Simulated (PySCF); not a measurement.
# GeH2 (SMILES [GeH2]) at 6 levels

Aim: a comparison of 6 runs (PBE0/STO-6G, MP2/STO-6G, UMP2/STO-6G, CCSDT/STO-6G, CISD/STO-6G, UCCSD(T)/STO-6G) of GeH2. Input form: a Python script.

The results are computed with PySCF 2.14.0.

14 further runs of the same task are left out: 1 that didn't finish, 13 set aside as unsound or not needed.

**1. The structure to begin with**

GeH2: 3 atoms, total charge 0, spin state singlet. As SMILES, `[GeH2]`. The Ge1–H2 distance was set to 1.913 Å, away from the relaxed value.

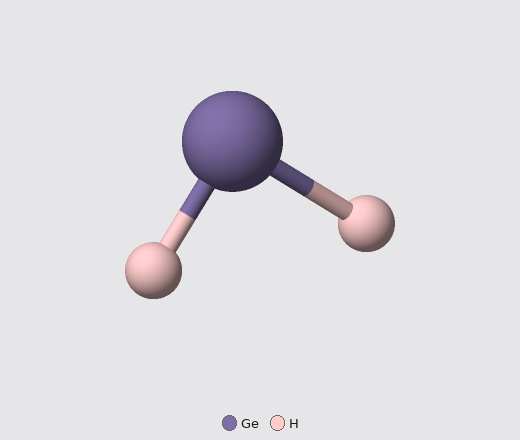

Viewed from a chosen angle; germanium purple, hydrogen pink.

**2. The energy at PBE0/STO-6G (run 1)**

The input, input.xyz:

```xyz
3
GeH2
Ge    -0.840689     0.337408    -0.418222
H      0.783000     0.743600     0.509000
H     -0.483489    -1.216392    -0.399822
```

The input, run.py:

```python
from pyscf import gto, dft

mol = gto.M(
    atom='input.xyz',
    basis='sto-6g',
    max_memory=1860,
    verbose=3,
)

mf = dft.RKS(mol)
mf.xc = 'pbe0'
mf.conv_tol = 1e-10
mf.grids.level = 5
mf.kernel()
if not mf.converged:
    mf = mf.newton().run(mf.mo_coeff, mf.mo_occ)

e_tot = mf.e_tot
print(f'total energy: {e_tot:.8f} hartree')
```

On the command line:

```bash
OMP_NUM_THREADS=1 python run.py
```

What it wrote:

```text
converged SCF energy = -2066.44779309114
total energy: -2066.44779309 hartree
```

Wall time 2.5 s (1 thread of Arm Neoverse V1, shared host); peak memory 0.18 GiB.

**3. The energy at MP2/STO-6G (run 2)**

The input, mol.xyz:

```xyz
3
GeH2
Ge    -0.840689     0.337408    -0.418222
H      0.783000     0.743600     0.509000
H     -0.483489    -1.216392    -0.399822
```

The input, run.py:

```python
from pyscf import gto, mp

mol = gto.Mole()
mol.atom = 'mol.xyz'
mol.verbose = 3
mol.charge = 0
mol.basis = 'sto-6g'
mol.max_memory = 1860
mol.spin = 0
mol.build()

mf = mol.RHF()
mf.conv_tol = 1e-10
mf.kernel()
if not mf.converged:
    mf = mf.newton().run(mf.mo_coeff, mf.mo_occ)

pt = mp.MP2(mf, frozen=9).run()
e_final = pt.e_tot
print('E = %.10f Eh' % e_final)
```

On the command line:

```bash
OMP_NUM_THREADS=1 python run.py
```

What it wrote:

```text
converged SCF energy = -2065.30109952366
E(RMP2) = -2065.34111347872  E_corr = -0.0400139550584182
E(SCS-RMP2) = -2065.3489133935  E_corr = -0.0478138698403456
E = -2065.3411134787 Eh
```

It took 1 s on 1 thread of Arm Neoverse V1, shared host; peak memory 0.12 GiB.

Runs 3 to 4 aren't shown in full; the table further down has their settings and results.

**4. A single-point energy at CISD/STO-6G (run 5)**

The input, input.py:

```python
from pyscf import gto, ci

molecule = gto.M(
    atom='''
Ge    -0.840689     0.337408    -0.418222
H      0.783000     0.743600     0.509000
H     -0.483489    -1.216392    -0.399822
''',
    basis='sto-6g',
    max_memory=1860,
    verbose=3,
)

mf = molecule.RHF()
mf.conv_tol = 1e-10
mf.kernel()
if not mf.converged:
    mf = mf.newton().run(mf.mo_coeff, mf.mo_occ)

cisd = ci.CISD(mf, frozen=9)
cisd.kernel()
e_tot = cisd.e_tot
print(f'total energy: {e_tot:.8f} hartree')
```

On the command line:

```bash
OMP_NUM_THREADS=1 python input.py
```

What it wrote:

```text
converged SCF energy = -2065.30109952366
E(RCISD) = -2065.36374467393  E_corr = -0.06264515027169253
total energy: -2065.36374467 hartree
```

Run time: 1.1 s. Hardware: 1 thread of Arm Neoverse V1, shared host; peak memory 0.12 GiB.

**5. A single-point energy at UCCSD(T)/STO-6G (run 6)**

The input, calc.py:

```python
from pyscf import gto, cc

mol = gto.M(
    atom='''
Ge  -0.840689   0.337408  -0.418222
H    0.783000   0.743600   0.509000
H   -0.483489  -1.216392  -0.399822
''',
    verbose=4,
    basis='sto-6g',
    spin=0,
    max_memory=1860,
)

mf = mol.UHF()
mf.conv_tol = 1e-10
mf.kernel()
if not mf.converged:
    mf = mf.newton().run(mf.mo_coeff, mf.mo_occ)
for _ in range(3):
    mo, _, stable, _ = mf.stability(return_status=True)
    if stable:
        break
    mf.kernel(mf.make_rdm1(mo, mf.mo_occ))

mycc = cc.CCSD(mf, frozen=9)
mycc.kernel()
e_t = mycc.ccsd_t()
etot = mycc.e_tot + e_t
print(f'total energy: {etot:.8f} hartree')
```

On the command line:

```bash
OMP_NUM_THREADS=1 python calc.py
```

What it wrote:

```text
PySCF version 2.14.0

[... 91 lines left out ...]
converged SCF energy = -2065.30109952366  <S^2> = 4.6895821e-13  2S+1 = 1
[... 80 lines left out ...]
converged SCF energy = -2065.30203245323  <S^2> = 0.19693121  2S+1 = 1.3370583
[... 14 lines left out ...]
Init t2, MP2 energy = -0.0367627432764609
[... 18 lines left out ...]
UCCSD converged
[... 2 lines left out ...]
total energy: -2065.36682419 hartree
```

Wall time 1.4 s (1 thread of Arm Neoverse V1, shared host); peak memory 0.12 GiB.

**6. All runs side by side**

| run | level | integration grid | frozen core orbitals | energy (Eh) | dipole moment (D) of the reference | HOMO energy (eV) | LUMO energy (eV) | wall time |
| --- | --- | --- | --- | --- | --- | --- | --- | --- |
| 1 | PBE0/STO-6G | 5 | – | -2066.447793 | 0.43 | -3.50 | 0.15 | 2.5 s |
| 2 | MP2/STO-6G | – | 9 | -2065.341113 | 0.49 | -6.24 | 4.55 | 1 s |
| 3 | UMP2/STO-6G | – | 9 | -2065.338795 | 0.56 | -6.44 | 4.78 | 1.2 s |
| 4 | CCSDT/STO-6G | – | 9 | -2065.366873 | 0.49 | -6.24 | 4.55 | 1.2 s |
| 5 | CISD/STO-6G | – | 9 | -2065.363745 | 0.49 | -6.24 | 4.55 | 1.1 s |
| 6 | UCCSD(T)/STO-6G | – | 9 | -2065.366824 | 0.56 | -6.44 | 4.78 | 1.4 s |

**7. Outcome**

| quantity | value |
| --- | --- |
| run 6: total energy | -2065.36682 Eh |
| run 6: dipole moment (Hartree–Fock density) | 0.56 D |
| run 6: HOMO energy (Hartree–Fock orbitals) | -6.44 eV |
| run 6: LUMO energy (Hartree–Fock orbitals) | 4.78 eV |
| run 6: HOMO–LUMO gap (Hartree–Fock orbitals) | 11.22 eV |
| run 6: correlation energy (9 core orbitals frozen) | -64.8 mEh |
| run 6: (T) correction | -0.20 mEh |
| run 6: ⟨S²⟩ of the reference determinant | 0.197 |
| run 6: T1 diagnostic | 0.051 |

**Reading.** In runs 1, 2, 3, 4, 5, 6 the basis is minimal, so the values are rough. Spin contamination of the reference: run 3 ⟨S²⟩ = 0.20, run 6 ⟨S²⟩ = 0.20. All runs together took 8.4 s, the longest 2.5 s.
